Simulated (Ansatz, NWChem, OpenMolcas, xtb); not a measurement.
Redistribution: C2H5Br + CClF3 → CH2BrCl + C2H3F3

Species: C2H5Br (bromoethane) `CCBr`, singlet; CClF3 `FC(F)(F)Cl`, singlet; CH2BrCl (bromochloromethane) `ClCBr`, singlet; C2H3F3 (1,1,1-trifluoroethane) `CC(F)(F)F`, singlet. The partners trade CH3 for Cl; both sit on C, so the bond types are kept.

Shapes, held fixed at every level: PBE0-D4/def2-TZVP. Programs: Ansatz 0.2.0, NWChem 7.3.0, OpenMolcas 26.06, xtb 6.7.1. A level may come from different programs for different species; with the same settings they agree closely. The zero-point and thermal change to 298 K, harmonic and unscaled (PBE0-D4/def2-TZVP), is +0.4 kJ/mol.

**What was measured.** Tabulated heats of formation (Active Thermochemical Tables, CRC Handbook of Chemistry and Physics): C2H5Br -63.1 (ATcT); CClF3 -710.3 (ATcT); CH2BrCl -44.7 (ATcT); C2H3F3 -744.6 (CRC) kJ/mol, which give ΔH(298 K) = -15.9 kJ/mol.

| level | kind | ΔH (kJ/mol) | computed − measured |
| --- | --- | --- | --- |
| GFN0-xTB | semi-empirical | +0.4 | +16.2 |
| HF/def2-TZVPP | Hartree–Fock | -26.9 | -11.0 |
| SPW92/def2-TZVPP | LDA | -14.4 | +1.4 |
| B3LYP/6-31G* (spherical functions) | global hybrid | -20.0 | -4.1 |
| wB97M-V/def2-TZVPP | range-separated hybrid | -19.6 | -3.7 |
| B2PLYP/def2-TZVPP | double hybrid | -22.3 | -6.4 |
| MP2/def2-TZVPP | perturbation theory | -20.8 | -4.9 |
| CCSD(T)/def2-SVP | coupled cluster or CI | -11.1 | +4.8 |
| CCSD(T)/def2-TZVPP | coupled cluster or CI | -21.4 | -5.5 |

Nearest: SPW92/def2-TZVPP (+1.4); farthest: GFN0-xTB (+16.2). 7 of 9 levels lie within 10 kJ/mol. The heats of C2H3F3 come from older tables and can be uncertain by 10 kJ/mol or more. The wrong sign comes from GFN0-xTB. Relativity is left out for Br. Outer-core shells of Br are correlated in most correlated rows, in sets that cover them unevenly.

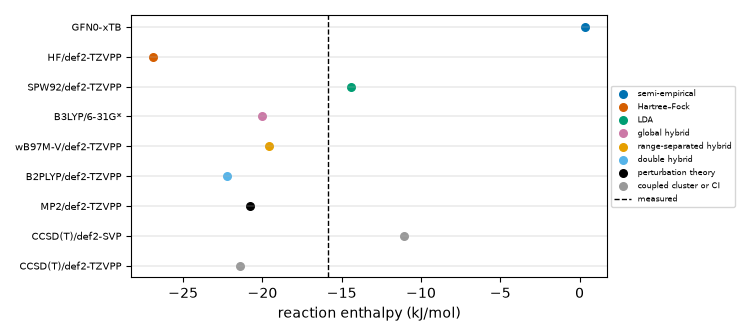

The values of the table, level by level.
